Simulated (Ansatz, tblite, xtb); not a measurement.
CH3ClF2Si (SMILES C[Si](F)(F)Cl): methods side by side

CH3ClF2Si has 8 atoms, charge 0, and is taken as a singlet. SMILES: `C[Si](F)(F)Cl`. Geometry: relaxed at PBE0-D4/def2-TZVP.

Quantity: the electronic atomisation energy, in eV. The values are calculated. Electronic energies at fixed atoms, without zero-point motion or spin-orbit coupling.

| level | kind | program | value (eV) | less CCSD(T)/def2-SVP | CPU time (all runs) |
| --- | --- | --- | --- | --- | --- |
| GFN2-xTB | semi-empirical | tblite | 29.56 | -1.42 | 3.6 s |
| GFN0-xTB | semi-empirical | xtb | 29.31 | -1.67 | under 2 s |
| HF/def2-SVP | Hartree–Fock | Ansatz | 24.88 | -6.10 | 2.6 s |
| SVWN5/def2-SVP | LDA | Ansatz | 37.59 | +6.61 | 5.5 s |
| BHLYP/def2-SVP | global hybrid | Ansatz | 31.55 | +0.57 | 9.4 s |
| wB97X/def2-SVP | range-separated hybrid | Ansatz | 32.91 | +1.93 | 31 s |
| PBE-QIDH/def2-SVP | double hybrid | Ansatz | 32.28 | +1.30 | 11 s |
| RPA@PBE0/def2-SVP | RPA | Ansatz | 30.09 | -0.89 | 13 s |
| MP2/def2-SVP | perturbation theory | Ansatz | 31.85 | +0.87 | 3.2 s |
| CCSD(T)/def2-SVP | coupled cluster or CI | Ansatz | 30.98 | 0.00 | 24 s |

Differences are taken from CCSD(T)/def2-SVP for orientation; it has basis-set and higher-order errors of its own. Correlated wave functions underbind in double-zeta sets. The values span 24.88 to 37.59 eV. GFN0-xTB: no spin polarisation, so open shells miss the exchange term that lowers them. In so small a basis fixed costs decide the times, and correlated methods can beat functionals. CPU times are rough (shared hosts, several kinds of processor and program).

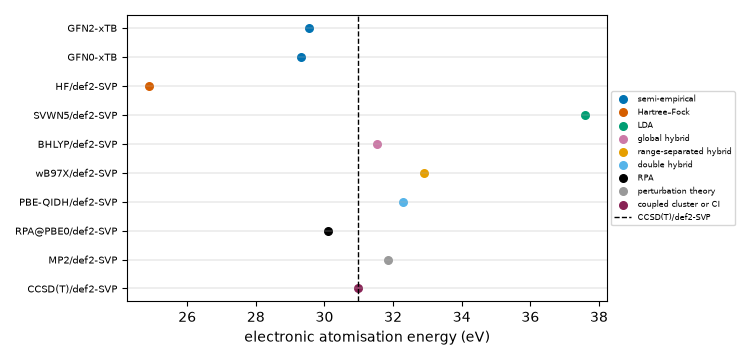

The values of the table, level by level.
